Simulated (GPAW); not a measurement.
Consider CuSe2 (Pnnm).

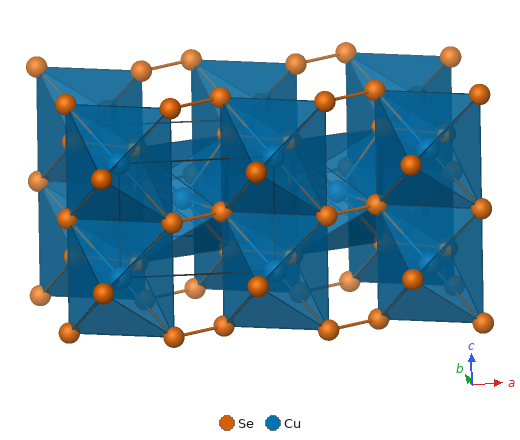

The structure (selenium orange, copper blue). 2×1×1 cells are drawn. Some periodic images of atoms are drawn too.

```cif
data_structure
_symmetry_space_group_name_H-M 'P 1'
_symmetry_Int_Tables_number 1
_cell_length_a 5.0252
_cell_length_b 6.1941
_cell_length_c 3.7447
_cell_angle_alpha 90.000
_cell_angle_beta 90.000
_cell_angle_gamma 90.000
_cell_volume 116.56
loop_
_atom_site_label
_atom_site_type_symbol
_atom_site_fract_x
_atom_site_fract_y
_atom_site_fract_z
_atom_site_occupancy
Se1 Se 0.68350 0.11510 0.50000 1
Se2 Se 0.31650 0.88490 0.50000 1
Se3 Se 0.18350 0.38490 0.00000 1
Se4 Se 0.81650 0.61510 0.00000 1
Cu5 Cu 0.50000 0.50000 0.50000 1
Cu6 Cu 0.00000 0.00000 0.00000 1
```

Absorber: atom 1, with 1 Se at 2.33 Å and 3 Cu at 2.56 Å (distorted tetrahedral, site symmetry m). Method: GPAW, LDA, excited-electron core hole (neutral cell), 24-atom cell with 8.0 Å between holes, 3×3×3 k points, dipole transitions, Gaussian full width 2.33 eV up to 4 eV, rising linearly to 3.5 eV at 25 eV.

Q: Where do the maxima of the Se K edge fall?

Main maxima up to 30 eV above the zero (height): 0.8 eV (1.71) and 9.0 eV (1.38). A K edge sees empty p states on the absorber. 

The Se K spectrum (energy from the lowest empty level; intensity scaled to a mean of 1 over the first 20 eV; polarised curves are means over the symmetry-equivalent atoms):

| E (eV) | isotropic | ε ∥ x | ε ∥ y | ε ∥ z |
| --- | --- | --- | --- | --- |
| -2.0 | 0.06 | 0.08 | 0.05 | 0.04 |
| -0.5 | 0.84 | 1.32 | 0.84 | 0.36 |
| 1.0 | 1.68 | 2.76 | 1.74 | 0.53 |
| 2.5 | 0.74 | 1.04 | 0.76 | 0.42 |
| 4.0 | 0.73 | 0.66 | 0.75 | 0.78 |
| 5.5 | 0.86 | 0.75 | 0.91 | 0.92 |
| 7.0 | 1.16 | 1.06 | 1.18 | 1.24 |
| 8.5 | 1.38 | 1.25 | 1.45 | 1.43 |
| 10.0 | 1.34 | 1.26 | 1.33 | 1.42 |
| 11.5 | 1.13 | 1.16 | 1.07 | 1.18 |
| 13.0 | 0.92 | 1.02 | 0.88 | 0.87 |
| 14.5 | 0.77 | 0.81 | 0.77 | 0.73 |
| 16.0 | 0.72 | 0.72 | 0.73 | 0.71 |
| 17.5 | 0.78 | 0.76 | 0.81 | 0.79 |
| 19.0 | 0.81 | 0.77 | 0.80 | 0.85 |
| 20.5 | 0.83 | 0.81 | 0.82 | 0.86 |
| 22.0 | 0.89 | 0.89 | 0.89 | 0.90 |
| 23.5 | 0.91 | 0.92 | 0.88 | 0.92 |
| 25.0 | 0.91 | 0.93 | 0.89 | 0.90 |
| 26.5 | 0.93 | 0.95 | 0.93 | 0.91 |
| 28.0 | 0.91 | 0.88 | 0.93 | 0.94 |
| 29.5 | 0.90 | 0.84 | 0.92 | 0.95 |
| 31.0 | 0.94 | 0.90 | 0.92 | 0.99 |

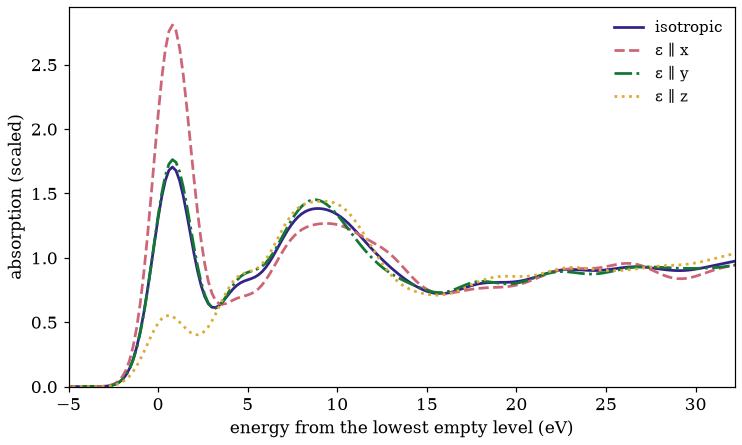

The Se K edge.

The script folds with a Gaussian, whereas the core hole's own line is a Lorentzian, so the onset is too steep and the first peak too high. The unit cell's mesh shows no gap over 0.35 eV. That is right for a metallic compound; for a small-gap or correlated insulator it would be the fault of the functional or of the assumed magnetic order, and the hole would be screened too well. The structure is a published determination, not relaxed.

[Banner, clock and machine lines of the logs are left out without a mark of their own.]

[Logs are printed without paths, hosts, clocks, repeated set-up lines and the standing remarks that a program may print on its own settings, such as how far it seeks lower states.]

[Hosts, paths, dates, database ids (printed as entryN), source tags and the programs' standing remarks are cut or masked in the printed files.]

[Lists of maxima count a maximum above −3 eV only where it reaches 4 % of the highest in the window and stands out from its surroundings by 2 % of it (1.5 % where it reaches 55 %); shoulders and weaker maxima are passed over, and of the rest the first, up to two pre-edge ones and the few strongest are named.]
